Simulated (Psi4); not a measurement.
# A workflow on CH2NSi (SMILES N#C[SiH2])

Wanted: a structure relaxation (doublet CH2NSi, UBP86/pcseg-1), then the energy (singlet CH2NSi+, BP86/pcseg-1), then a geometry optimisation (singlet CH2NSi+, BP86/pcseg-1) of CH2NSi. 

Program for the calculation: Psi4 1.11.

## (1) The system as given

CH2NSi: 5 atoms, total charge 0, spin state doublet. SMILES: `N#C[SiH2]`. Geometry: relaxed at PBE0-D4/def2-TZVP. The run starts from this shape.

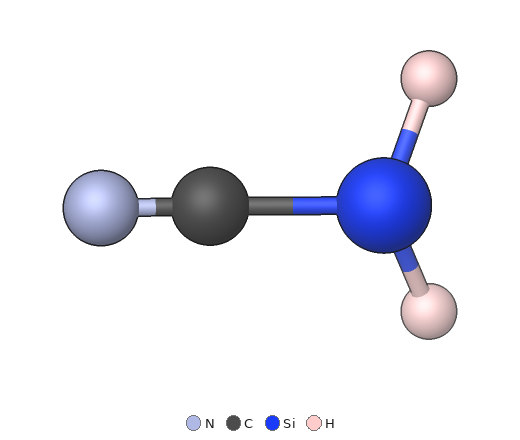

The structure, seen from a chosen angle (nitrogen light blue, carbon dark grey, silicon blue, hydrogen pink).

## (2) A geometry optimisation at UBP86/pcseg-1 (density fitting) (run 1)

The input, ch2nsi.py:

```python
import psi4

psi4.set_memory('1600 MB')
psi4.set_num_threads(1)
psi4.core.set_output_file('psi4.out', False)

geom = psi4.geometry("""
0 2
N      1.96871668    -2.30395409     2.97121639
C      1.06939601    -1.18145677     1.33017822
Si    -0.17385480     0.50606866    -1.42088507
H     -2.75030740    -0.42140893    -1.99120442
H     -0.01965315     3.26166729    -0.96716183
units bohr
""")

psi4.set_options({
    'basis': 'pcseg-1',
    'reference': 'uks',
})

energy_value = psi4.optimize("BP86")
print('E =', round(energy_value, 9))
print(geom.to_string(dtype='xyz', units='Angstrom'))
for k, v in sorted(psi4.core.scalar_variables().items()):
    print(f'{k:45s} {v:18.10f}')
```

Run with:

```console
$ python ch2nsi.py
```

psi4.out:

```text
[...]
  Running in c1 symmetry.
[...]
  Nuclear repulsion =   75.458273848250684
[...]
  Multiplicity = 2
[...]
  Nalpha       = 15
  Nbeta        = 14
[...]
    Number of basis functions: 56
[...]
   @DF-UKS iter   1:  -383.22552556448449   -2.79213e-01   1.13593e-02 DIIS/ADIIS
[...]
   @DF-UKS iter   8:  -383.48839987063002   -3.24007e-12   9.44704e-09 DIIS
[...]
   @S^2 Observed:                7.528700242E-01
[...]
    Orbital Energies [Eh]
    ---------------------
    Alpha Occupied:
       1A    -65.498216     2A    -14.026283     3A     -9.943885
       4A     -5.116865     5A     -3.533309     6A     -3.529930
       7A     -3.527817     8A     -0.838094     9A     -0.563871
      10A     -0.421506    11A     -0.367201    12A     -0.335575
      13A     -0.324202    14A     -0.316877    15A     -0.227409
    Alpha Virtual:
      16A     -0.065593    17A     -0.049344    18A     -0.012247
      19A      0.017860    20A      0.049829    21A      0.096234
      22A      0.120864    23A      0.129752    24A      0.154305
      25A      0.364965    26A      0.397907    27A      0.398928
[...]
  @DF-UKS Final Energy:  -383.48839987063002
   => Energetics <=
    Nuclear Repulsion Energy =             74.5738343076028087
    One-Electron Energy =                -675.1046759251426010
    Two-Electron Energy =                 250.9135247616553670
    DFT Exchange-Correlation Energy =     -33.8710830147456150
    Empirical Dispersion Energy =           0.0000000000000000
    VV10 Nonlocal Energy =                  0.0000000000000000
    Total Energy =                       -383.4883998706300190
[...]
 Multipole Moments:
 ------------------------------------------------------------------------------------
     Multipole            Electronic (a.u.)      Nuclear  (a.u.)        Total (a.u.)
 ------------------------------------------------------------------------------------
 L = 1.  Multiply by 2.5417464519 to convert [e a0] to [Debye]
 Dipole X            :          1.4532124           -1.9875878           -0.5343754
 Dipole Y            :         -1.2814106            1.9676448            0.6862342
 Dipole Z            :          0.7329241           -1.7761166           -1.0431925
 Magnitude           :                                                    1.3582066
[...]
  -Total Gradient:
     Atom            X                  Y                   Z
    ------   -----------------  -----------------  -----------------
       1       -0.000051386574     0.000040117707     0.000016439793
       2       -0.000009438137     0.000039561546    -0.000159282755
       3        0.000010733791    -0.000020119421     0.000063573881
       4        0.000068327893     0.000024867654     0.000053649698
       5       -0.000014262033    -0.000086229785     0.000021578117
[...]
    Final optimized geometry and variables:
    Molecular point group: c1
    Full point group: C1
    Geometry (in Bohr), charge = 0, multiplicity = 2:
    N            1.402309954285    -1.801400528316     2.739942711066
    C            0.485305552341    -0.656767595961     1.066890390536
    SI          -0.766516741445     1.041537889220    -1.701776697195
    H           -3.372357646023     0.106940762669    -2.283823587322
    H           -0.611998768723     3.829582864474    -1.248360559461
[...]
```

The script printed:

```text
Some dependencies such as QCElemental have not yet finished migration to pydantic v2. If issues are encountered please downgrade pydantic or upgrade QCElemental as appropriate
Optimizer: Optimization complete!
E = -383.488399871
5
0 2 CH2NSi
N                     0.742070470103    -0.953260106874     1.449915241237
C                     0.256812638511    -0.347546444489     0.564574080954
Si                   -0.405623191170     0.551158115025    -0.900541445805
H                    -1.784574812504     0.056590614496    -1.208547395601
H                    -0.323855801366     2.026527978252    -0.660603958766

CURRENT ENERGY                                   -383.4883998706
CURRENT REFERENCE ENERGY                         -383.4883998706
DD SOLVATION ENERGY                                 0.0000000000
DFT FUNCTIONAL TOTAL ENERGY                      -383.4883998706
DFT TOTAL ENERGY                                 -383.4883998706
DFT VV10 ENERGY                                     0.0000000000
DFT XC ENERGY                                     -33.8710830147
GRID ELECTRONS ALPHA                               14.9999977934
GRID ELECTRONS BETA                                13.9999993969
GRID ELECTRONS TOTAL                               28.9999971903
NUCLEAR REPULSION ENERGY                           74.5738343076
ONE-ELECTRON ENERGY                              -675.1046759251
OPTIMIZATION ITERATIONS                             3.0000000000
PCM POLARIZATION ENERGY                             0.0000000000
PE ENERGY                                           0.0000000000
SCF ITERATION ENERGY                             -383.4883998706
SCF ITERATIONS                                      8.0000000000
SCF TOTAL ENERGY                                 -383.4883998706
TWO-ELECTRON ENERGY                               250.9135247617
XC GRID RADIAL POINTS                              75.0000000000
XC GRID SPHERICAL POINTS                          302.0000000000
XC GRID TOTAL POINTS                           109283.0000000000
```

Run time: 9.9 s. Hardware: 1 thread of Intel Xeon 6975P-C (Granite Rapids), shared host; peak memory 0.39 GiB.

Step by step:

| step | energy from the first frame kept (eV) | largest force (eV/Å) |
| --- | --- | --- |
| 0 | 0.0000 | 2.6321 |
| 1 | -0.0356 | 0.2278 |
| 2 | -0.0360 | 0.0085 |

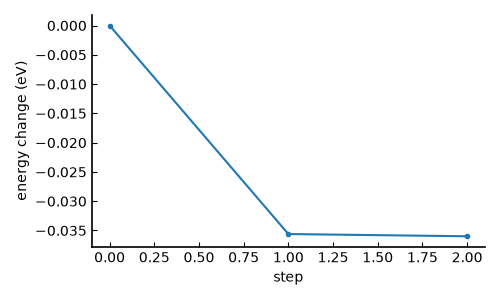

Energy along the run.

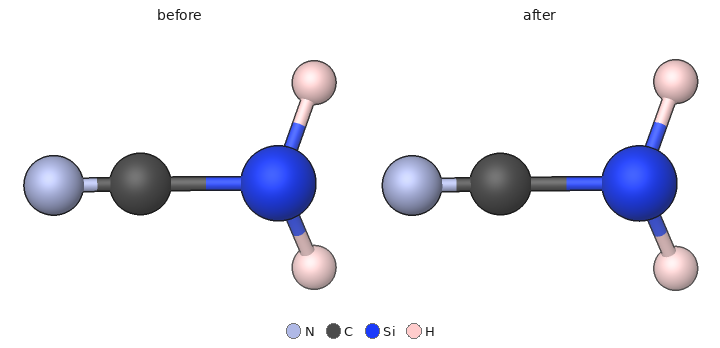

Before and after, at one scale.

After the run. Bond lengths: N1–C2 1.177 Å, C2–Si3 1.842 Å, Si3–H4 1.497 Å, Si3–H5 1.497 Å. Angles: N1–C2–Si3 175.8°, C2–Si3–H4 109.5°, C2–Si3–H5 109.5°, H4–Si3–H5 114.1°.

## (3) The singlet cation: the energy at BP86/pcseg-1 (density fitting) (run 2)

The input, input.dat:

```
memory 1.6 GB

molecule system {
  1 1
  N      1.051524    -1.231281     1.590109
  C      0.566266    -0.625567     0.704768
  Si    -0.096170     0.273137    -0.760348
  H     -1.475121    -0.221430    -1.068354
  H     -0.014402     1.748507    -0.520410
}


energy_value, wavefunction = energy('bp86/pcseg-1', return_wfn=True)
```

Run with:

```console
$ psi4 input.dat output.dat -n 1
```

output.dat:

```text
[...]
  Running in c1 symmetry.
[...]
  Nuclear repulsion =   74.573830518819079
[...]
  Multiplicity = 1
[...]
  Nalpha       = 14
  Nbeta        = 14
[...]
    Number of basis functions: 56
[...]
   @DF-RKS iter   1:  -382.95601696072276   -4.52366e-02   9.33742e-03 ADIIS/DIIS
[...]
   @DF-RKS iter  10:  -383.13944144448749   -1.41509e-08   3.09758e-07 DIIS
[...]
    Orbital Energies [Eh]
    ---------------------
    Doubly Occupied:
       1A    -65.813488     2A    -14.275565     3A    -10.181934
       4A     -5.424468     5A     -3.844951     6A     -3.835546
       7A     -3.832915     8A     -1.076277     9A     -0.817620
      10A     -0.668938    11A     -0.612693    12A     -0.566446
      13A     -0.548384    14A     -0.547040
[...]
  @DF-RKS Final Energy:  -383.13944144448749
   => Energetics <=
    Nuclear Repulsion Energy =             74.5738305188190793
    One-Electron Energy =                -667.3842261859942937
    Two-Electron Energy =                 243.2264087295887975
    DFT Exchange-Correlation Energy =     -33.5554545069010004
    Empirical Dispersion Energy =           0.0000000000000000
    VV10 Nonlocal Energy =                  0.0000000000000000
    Total Energy =                       -383.1394414444874883
[...]
 Multipole Moments:
 ------------------------------------------------------------------------------------
     Multipole            Electronic (a.u.)      Nuclear  (a.u.)        Total (a.u.)
 ------------------------------------------------------------------------------------
 L = 1.  Multiply by 2.5417464519 to convert [e a0] to [Debye]
 Dipole X            :          1.2320905           -1.9875869           -0.7554965
 Dipole Y            :         -0.8366457            1.9676450            1.1309993
 Dipole Z            :         -0.2767923           -1.7761165           -2.0529088
 Magnitude           :                                                    2.4625940
[...]
```

It took 2.8 s on 1 thread of Intel Xeon 6975P-C (Granite Rapids), shared host; peak memory 0.35 GiB.

## (4) The singlet cation: a structure relaxation at BP86/pcseg-1 (density fitting) (run 3)

The input, ch2nsi.dat:

```
memory 1600 mb

molecule mol {
  1 1
  N      1.98709237    -2.32678387     3.00487052
  C      1.07008765    -1.18215030     1.33181850
  Si    -0.18173496     0.51615412    -1.43684948
  H     -2.78757469    -0.41844206    -2.01889646
  H     -0.02721584     3.30419936    -0.98343237
  units au
  symmetry c1
}

set basis pcseg-1

energy_value = optimize('bp86')
```

Run with:

```console
$ psi4 -n 1 ch2nsi.dat ch2nsi.out
```

ch2nsi.out:

```text
Psi4 1.11 release

gradient() will perform analytic gradient computation.

   => Loading Basis Set <=

    Name: PCSEG-1
    Role: ORBITAL
    Keyword: BASIS

         ---------------------------------------------------------
                                   SCF
                              RKS Reference
                        1 Threads,   1525 MiB Core
         ---------------------------------------------------------

  ==> Geometry <==

    Molecular point group: c1
    Full point group: C1

    Geometry (in Bohr), charge = 1, multiplicity = 1:

[... 143 lines left out ...]
   @DF-RKS iter SAD:  -382.91078039996046   -3.82911e+02   0.00000e+00
[... 601 lines left out ...]
                           Total Energy        Delta E     RMS |[F,P]|
[... 505 lines left out ...]
   @DF-RKS iter   3:  -383.16252167117545   -4.23318e-05   1.17306e-05 DIIS
[... 501 lines left out ...]
    Nuclear Repulsion Energy =             75.1845122212494061
[... 591 lines left out ...]
	Measures of convergence in internal coordinates in au.
[... 563 lines left out ...]
    Nuclear Repulsion Energy =             75.1881877143863164
[... 617 lines left out ...]
  Energy and wave function converged.
[... 572 lines left out ...]
	                                 ==> Convergence Check <==
[... 548 lines left out ...]
    Nuclear Repulsion Energy =             75.2100429883222859
[... 583 lines left out ...]
	  Convergence Criteria     1.00e-06 *    3.00e-04 *             o    1.20e-03 *             o
[... 13 lines left out ...]
    Structure for next step:
    Molecular point group: c1
    Full point group: C1

    Geometry (in Bohr), charge = 1, multiplicity = 1:

    N            1.695389821071    -1.930772653017     2.422810814248
    C            0.634742107213    -0.715476744248     0.880417266853
    SI          -0.994928314376     1.133632111505    -1.423840180574
    H           -3.206976411395    -0.029940090578    -2.857879722909
    H           -0.288211687900     3.906536574163    -1.763095203251

PsiException: Could not converge geometry optimization in 50 iterations.

psi4.driver.p4util.exceptions.OptimizationConvergenceError: Could not converge geometry optimization in 50 iterations.

Printing out the relevant lines from the Psithon --> Python processed input file:
      units au
      symmetry c1
    ""","mol")
    core.IO.set_default_namespace("mol")
    core.set_global_option("BASIS", "pcseg-1")
--> energy_value = optimize('bp86')

!-------------------------------------------------------------!
!                                                             !
!  Could not converge geometry optimization in 50 iterations. !
!                                                             !
!-------------------------------------------------------------!

    Psi4 run time: 0:01:13.17

[set-up sections that repeat, and orbital energies of the middle runs, are left out above]
```

It took 74 s on 1 thread of Intel Xeon 6975P-C (Granite Rapids), shared host; peak memory 0.4 GiB.

No converged result was reached.

## (5) What came out

| quantity | value |
| --- | --- |
| run 1, UBP86/pcseg-1: total energy at the end | -383.48840 Eh |
| run 1, UBP86/pcseg-1: dipole moment | 3.45 D |
| run 1, UBP86/pcseg-1: HOMO energy (highest over α and β) | -6.19 eV |
| run 1, UBP86/pcseg-1: LUMO energy (lowest over α and β) | -4.59 eV |
| run 1, UBP86/pcseg-1: ⟨S²⟩ | 0.753 |
| singlet cation, run 2: total energy | -383.13944 Eh |
| singlet cation, run 2: HOMO energy | -14.89 eV |
| singlet cation, run 2: LUMO energy | -12.64 eV |
| singlet cation, run 2: HOMO–LUMO gap | 2.25 eV |
| singlet cation, run 3 | no result (not converged) |

The optimisation (run 1, UBP86/pcseg-1) took 3 steps and changed the energy by -0.036 eV. 1 of the 3 runs did not end normally.
